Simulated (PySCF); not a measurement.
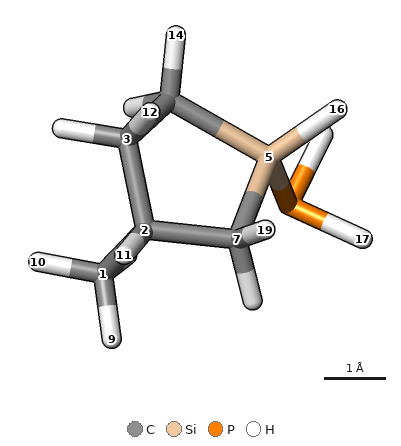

Fig. 1: The input geometry (stick view, seen at a tilt; atoms are numbered from 1 in the order of the input).

**Spin–spin coupling calculation, with input and output: C₅H₁₃PSi**

The run: spin–spin coupling calculation of C₅H₁₃PSi. Method and program: HF/cc-pVDZ indirect spin-spin coupling, non-relativistic, IEF-PCM dichloromethane (PySCF 2.14.0).

The geometry comes from this level: GFN2-xTB. It belongs to a series of runs on one base structure; here: solvent dichloromethane; HF/cc-pVDZ; grid level 3. Figures and captions count atoms from 1; the log counts them from 0 in places.

## The program's output
```
final grid: 236456 points
cycle   1  E = -826.5266658555  dE =  1.361e+00  |g| = 4.046e-01  |ddm| = 6.869e+00
cycle   2  E = -826.5953087581  dE = -6.864e-02  |g| = 1.124e-01  |ddm| = 1.065e+00
cycle   3  E = -826.6010746048  dE = -5.766e-03  |g| = 3.763e-02  |ddm| = 3.575e-01
cycle   4  E = -826.6015655775  dE = -4.910e-04  |g| = 8.454e-03  |ddm| = 9.248e-02
cycle   5  E = -826.6016033775  dE = -3.780e-05  |g| = 2.270e-03  |ddm| = 2.537e-02
cycle   6  E = -826.6016077789  dE = -4.401e-06  |g| = 6.639e-04  |ddm| = 1.078e-02
cycle   7  E = -826.6016081107  dE = -3.319e-07  |g| = 2.057e-04  |ddm| = 3.042e-03
cycle   8  E = -826.6016081447  dE = -3.393e-08  |g| = 4.483e-05  |ddm| = 1.083e-03
cycle   9  E = -826.6016081462  dE = -1.542e-09  |g| = 1.457e-05  |ddm| = 2.069e-04
cycle  10  E = -826.6016081464  dE = -1.721e-10  |g| = 4.547e-06  |ddm| = 6.569e-05
converged SCF energy = -826.6016081464

Indirect spin-spin couplings (Hz)
  i      j    bonds     total        FC       PSO       DSO        SD
  0 C    1 C    1     65.029    65.138    -0.346     0.237         -
  0 C    2 C    2     -5.118    -5.029    -0.120     0.032         -
  0 C    3 C    3      1.330     1.313    -0.013     0.029         -
  0 C    4 Si   3     -0.803    -0.822     0.012    -0.009     0.017
  0 C    5 P    4      6.390     6.412    -0.031     0.024    -0.015
  0 C    6 C    2     -4.298    -4.227    -0.110     0.038         -
  0 C    7 H    1    150.308   148.755     0.678     0.876         -
  0 C    8 H    1    153.347   151.848     0.742     0.757         -
  0 C    9 H    1    151.600   150.102     0.738     0.760         -
  0 C   10 H    2     -8.593    -8.568     0.057    -0.082         -
  0 C   11 H    3      8.339     8.470     0.273    -0.404         -
  0 C   12 H    3      3.254     3.157    -0.000     0.097         -
  0 C   13 H    4     -0.237    -0.152     0.223    -0.308         -
  0 C   15 H    4     -0.415    -0.204     0.136    -0.347         -
  0 C   16 H    5      0.246     0.346     0.034    -0.134         -
  0 C   17 H    5      0.380     0.550     0.057    -0.228         -
  0 C   18 H    3      8.355     8.466     0.266    -0.378         -
  0 C   19 H    3      4.630     4.475    -0.044     0.199         -
  1 C    2 C    1     66.604    66.761    -0.425     0.268         -
  1 C    3 C    2     -3.308    -3.234    -0.133     0.058         -
  1 C    4 Si   2      2.807     2.623     0.189    -0.038     0.032
  1 C    5 P    3      0.250     0.315    -0.015    -0.027    -0.023
  1 C    6 C    1     63.190    63.343    -0.425     0.273         -
  1 C    7 H    2     -8.649    -8.765     0.071     0.046         -
  1 C    8 H    2     -8.202    -8.271     0.096    -0.027         -
  1 C    9 H    2     -7.693    -7.771     0.110    -0.032         -
  1 C   10 H    1    164.674   163.116     0.403     1.155         -
  1 C   11 H    2     -8.614    -8.670    -0.001     0.056         -
  1 C   12 H    2     -6.884    -6.958     0.070     0.003         -
  1 C   13 H    3      8.487     8.601     0.235    -0.348         -
  1 C   14 H    3      0.821     0.799     0.008     0.014         -
  1 C   15 H    3      1.792     1.998     0.083    -0.289         -
  1 C   16 H    4     -0.160    -0.048     0.061    -0.173         -
  1 C   17 H    4     -0.582    -0.400     0.086    -0.268         -
  1 C   18 H    2     -8.375    -8.453     0.038     0.041         -
  1 C   19 H    2     -8.198    -8.362     0.128     0.037         -
  2 C    3 C    1     62.337    62.349    -0.258     0.246         -
  2 C    4 Si   2      2.332     2.167     0.163    -0.031     0.033
  2 C    5 P    3      2.742     2.803    -0.022    -0.066     0.027
  2 C    6 C    2     -2.743    -2.657    -0.142     0.055         -
  2 C    7 H    3      2.022     1.970    -0.026     0.078         -
  2 C    8 H    3      8.445     8.569     0.255    -0.379         -
  2 C    9 H    3      3.089     3.012    -0.051     0.128         -
  2 C   10 H    2     -7.283    -7.302     0.027    -0.009         -
  2 C   11 H    1    160.630   159.045     0.566     1.019         -
  2 C   12 H    1    160.502   159.017     0.498     0.987         -
  2 C   13 H    2     -8.690    -8.795     0.156    -0.051         -
  2 C   14 H    2     -8.932    -9.027     0.098    -0.004         -
  2 C   15 H    3      0.621     0.758     0.035    -0.173         -
  2 C   17 H    4     -0.402    -0.270     0.089    -0.221         -
  2 C   18 H    3      0.938     0.909     0.014     0.015         -
  2 C   19 H    3      8.277     8.382     0.274    -0.380         -
  3 C    4 Si   1    -87.194   -86.611     1.088    -0.121    -1.549
  3 C    5 P    2     11.985    12.087    -0.124    -0.002     0.025
  3 C    6 C    2      3.476     3.520    -0.074     0.030         -
  3 C    8 H    4     -0.217    -0.163     0.219    -0.273         -
  3 C    9 H    4     -0.210    -0.261     0.073    -0.023         -
  3 C   10 H    3      7.387     7.498     0.271    -0.382         -
  3 C   11 H    2     -8.284    -8.405     0.130    -0.009         -
  3 C   12 H    2     -8.218    -8.329     0.179    -0.069         -
  3 C   13 H    1    156.744   154.798     0.990     0.956         -
  3 C   14 H    1    157.721   155.742     0.954     1.025         -
  3 C   15 H    2      3.957     4.169    -0.067    -0.145         -
  3 C   16 H    3      5.639     5.942     0.041    -0.344         -
  3 C   17 H    3     -0.825    -0.786    -0.027    -0.012         -
  3 C   18 H    3     -0.241    -0.182     0.118    -0.177         -
  3 C   19 H    3      2.219     2.360     0.180    -0.321         -
  4 Si   5 P    1    -75.734   -70.726     4.486    -0.092    -9.402
  4 Si   6 C    1    -86.914   -86.324     1.078    -0.124    -1.545
  4 Si   7 H    4      0.562     0.622     0.144    -0.254     0.050
  4 Si   8 H    4      0.449     0.398    -0.087     0.115     0.023
  4 Si   9 H    4      0.633     0.568    -0.137     0.171     0.031
  4 Si  10 H    3    -11.636   -11.731    -0.200     0.256     0.039
  4 Si  11 H    3     -0.898    -0.993     0.044    -0.008     0.059
  4 Si  12 H    3    -13.222   -13.313    -0.213     0.263     0.040
  4 Si  13 H    2     13.164    13.248     0.132     0.053    -0.269
  4 Si  14 H    2     15.137    15.188     0.117     0.008    -0.175
  4 Si  15 H    1   -213.917  -214.370     0.836    -0.380    -0.003
  4 Si  16 H    2     16.473    16.414     0.179    -0.036    -0.084
  4 Si  17 H    2     16.522    16.452     0.186    -0.032    -0.084
  4 Si  18 H    2     14.893    14.867     0.142     0.015    -0.131
  4 Si  19 H    2     13.545    13.698     0.119     0.036    -0.308
  5 P    6 C    2      8.170     8.136    -0.006    -0.005     0.045
  5 P    7 H    5     -1.914    -2.048    -0.425     0.593    -0.033
  5 P    8 H    5     -0.860    -0.870     0.105    -0.033    -0.062
  5 P    9 H    5      0.373     0.384     0.198    -0.206    -0.003
  5 P   10 H    4      2.185     2.339     0.262    -0.412    -0.004
  5 P   11 H    4     -0.424    -0.267     0.167    -0.425     0.101
  5 P   12 H    4      1.688     1.814     0.196    -0.325     0.002
  5 P   13 H    3      2.723     2.941     0.161    -0.311    -0.067
  5 P   14 H    3      3.999     4.055    -0.040     0.236    -0.252
  5 P   15 H    2     -4.131    -3.156    -0.424    -0.353    -0.198
  5 P   16 H    1    234.648   230.574     4.820     0.466    -1.213
  5 P   17 H    1    234.606   230.564     4.803     0.460    -1.222
  5 P   18 H    3      7.269     7.611     0.162    -0.441    -0.063
  5 P   19 H    3      1.485     1.463     0.105     0.155    -0.238
  6 C    7 H    3      3.560     3.413    -0.055     0.202         -
  6 C    8 H    3      2.121     2.017     0.024     0.079         -
  6 C    9 H    3      9.116     9.210     0.281    -0.375         -
  6 C   10 H    2     -8.513    -8.587     0.096    -0.022         -
  6 C   11 H    3      1.800     1.672     0.009     0.120         -
  6 C   12 H    3      7.655     7.759     0.289    -0.393         -
  6 C   13 H    3      1.423     1.566     0.161    -0.304         -
  6 C   14 H    3      0.050     0.128     0.116    -0.193         -
  6 C   15 H    2      3.226     3.424    -0.077    -0.121         -
  6 C   16 H    3     -0.168    -0.166    -0.043     0.041         -
  6 C   17 H    3      4.771     5.069     0.037    -0.334         -
  6 C   18 H    1    154.813   152.826     0.978     1.010         -
  6 C   19 H    1    158.806   156.864     0.913     1.029         -
  7 H    8 H    2    -22.621   -22.390     1.796    -2.028         -
  7 H    9 H    2    -22.060   -21.779     1.806    -2.088         -
  7 H   10 H    3     12.635    13.405     1.747    -2.516         -
  7 H   11 H    4     -1.401    -0.948     1.152    -1.604         -
  7 H   12 H    4     -0.494    -0.503     0.300    -0.291         -
  7 H   13 H    5     -0.422    -0.169     0.671    -0.924         -
  7 H   14 H    5      0.964    -0.046    -1.624     2.634         -
  7 H   15 H    5     -1.197    -0.106     0.264    -1.354         -
  7 H   16 H    6     -0.787    -0.230    -0.159    -0.398         -
  7 H   17 H    6     -0.802    -0.036    -0.107    -0.659         -
  7 H   18 H    4     -0.890    -0.440     1.124    -1.575         -
  8 H    9 H    2    -22.278   -21.845     1.944    -2.377         -
  8 H   10 H    3      5.046     4.939     0.133    -0.026         -
  8 H   11 H    4      0.670     1.122     1.218    -1.669         -
  8 H   12 H    4     -0.805    -0.439     0.986    -1.352         -
  8 H   13 H    5     -0.792    -0.313     1.074    -1.553         -
  8 H   14 H    5     -0.221    -0.042     0.687    -0.867         -
  8 H   15 H    5     -0.690     0.009     0.589    -1.288         -
  8 H   16 H    6     -0.210    -0.002     0.128    -0.336         -
  8 H   17 H    6     -0.793    -0.115     0.408    -1.086         -
  8 H   18 H    4     -0.970    -0.707     0.791    -1.054         -
  9 H   10 H    3      2.774     2.801     0.344    -0.371         -
  9 H   11 H    4     -0.838    -0.473     0.946    -1.312         -
  9 H   13 H    5     -0.226     0.043     0.754    -1.022         -
  9 H   14 H    5      0.327    -0.002    -0.371     0.699         -
  9 H   15 H    5     -0.828    -0.125     0.689    -1.393         -
  9 H   16 H    6     -0.562    -0.057     0.509    -1.015         -
  9 H   17 H    6     -0.376     0.144     0.431    -0.951         -
  9 H   18 H    4      1.347     1.800     1.240    -1.693         -
  9 H   19 H    4     -0.204     0.147     1.078    -1.430         -
 10 H   11 H    3      5.391     5.165    -0.054     0.280         -
 10 H   12 H    3      2.033     2.041     0.312    -0.320         -
 10 H   13 H    4     -0.563    -0.107     1.169    -1.625         -
 10 H   14 H    4     -1.439    -0.984     1.130    -1.584         -
 10 H   16 H    5     -0.489    -0.080     0.529    -0.938         -
 10 H   18 H    3      7.507     7.174    -0.156     0.489         -
 10 H   19 H    3      1.820     1.921     0.573    -0.674         -
 11 H   12 H    2    -22.011   -21.737     1.600    -1.874         -
 11 H   13 H    3      7.786     7.426    -0.034     0.394         -
 11 H   14 H    3     12.483    13.193     1.691    -2.402         -
 11 H   15 H    4     -0.222    -0.217    -0.140     0.134         -
 11 H   16 H    5     -0.526     0.037     0.441    -1.004         -
 11 H   17 H    5     -0.486    -0.001     0.423    -0.909         -
 11 H   19 H    4     -0.978    -0.529     1.126    -1.575         -
 12 H   13 H    3      1.771     1.905     0.633    -0.767         -
 12 H   14 H    3      8.280     7.968    -0.059     0.371         -
 12 H   15 H    4     -0.932    -0.280     0.809    -1.461         -
 12 H   16 H    5     -0.288     0.316     0.572    -1.176         -
 12 H   17 H    5     -0.576    -0.156     0.471    -0.892         -
 12 H   18 H    4     -1.141    -0.714     1.084    -1.510         -
 12 H   19 H    4      0.981     1.481     1.264    -1.764         -
 13 H   14 H    2    -24.863   -24.916     1.806    -1.752         -
 13 H   15 H    3      2.304     2.189    -0.117     0.232         -
 13 H   16 H    4     -0.951    -0.109     0.465    -1.307         -
 13 H   17 H    4     -0.298    -0.281     0.041    -0.058         -
 13 H   18 H    4     -0.339     0.034     0.583    -0.956         -
 13 H   19 H    4     -1.261    -0.517     1.071    -1.816         -
 14 H   15 H    3      2.466     3.613     0.703    -1.849         -
 14 H   16 H    4     -1.228    -0.184     0.338    -1.382         -
 14 H   17 H    4     -0.239    -0.255    -0.177     0.193         -
 14 H   18 H    4     -0.925    -0.290     1.071    -1.706         -
 14 H   19 H    4     -0.383     0.049     0.685    -1.116         -
 15 H   16 H    3      2.222     2.117    -0.077     0.182         -
 15 H   17 H    3      3.630     3.398    -0.121     0.353         -
 15 H   18 H    3      3.567     3.325    -0.243     0.484         -
 15 H   19 H    3      0.024     0.813     0.518    -1.307         -
 16 H   17 H    2    -23.307   -23.307     0.804    -0.804         -
 16 H   18 H    4     -0.739    -0.556     0.235    -0.419         -
 16 H   19 H    4      0.271    -0.134    -0.428     0.834         -
 17 H   18 H    4     -0.243     0.562     0.471    -1.276         -
 17 H   19 H    4     -1.264    -0.310     0.340    -1.294         -
 18 H   19 H    2    -24.734   -24.794     1.767    -1.707         -
```

This output came from the following input.

## Input
```
{"job": {"kind": "j", "xc": "HF", "basis": "cc-pVDZ", "solvent": "dichloromethane", "grid": 3}, "charge": 0, "multiplicity": 1}
C     -1.534400    -1.009214    -0.739729
C     -1.296287    -0.160468     0.505388
C     -1.062244     1.309729     0.146591
C      0.297883     1.463519    -0.533606
Si     1.405250     0.209457     0.380982
P      2.442445    -1.153691    -1.071973
C     -0.054887    -0.653144     1.256657
H     -0.635770    -1.052145    -1.352414
H     -1.799530    -2.026937    -0.459692
H     -2.345853    -0.598892    -1.337942
H     -2.182314    -0.235451     1.147334
H     -1.062487     1.893326     1.069760
H     -1.868128     1.687644    -0.485772
H      0.645958     2.491827    -0.463565
H      0.221087     1.226457    -1.594780
H      2.305529     0.859535     1.352769
H      3.120888    -1.857372    -0.093836
H      3.511682    -0.302302    -1.280477
H     -0.105396    -0.340455     2.299262
H     -0.008573    -1.740743     1.252007
```

The first line tells a small driver script what to run in PySCF; the rest is the geometry in Å.

Launched with:
```bash
OMP_NUM_THREADS=1 python <driver script> task.json out
```

## Results in brief

```csv
quantity,value
outcome,converged
total energy,−826.601608 hartree
HOMO,−9.81 eV
LUMO,4.26 eV
dipole moment,1.15 D
hardware,"1 CPU thread, shared host"
wall time,63 s
peak memory,0.99 GiB
```

## Notes

Settings chosen away from the usual ones: solvent dichloromethane; HF/cc-pVDZ; grid level 3.
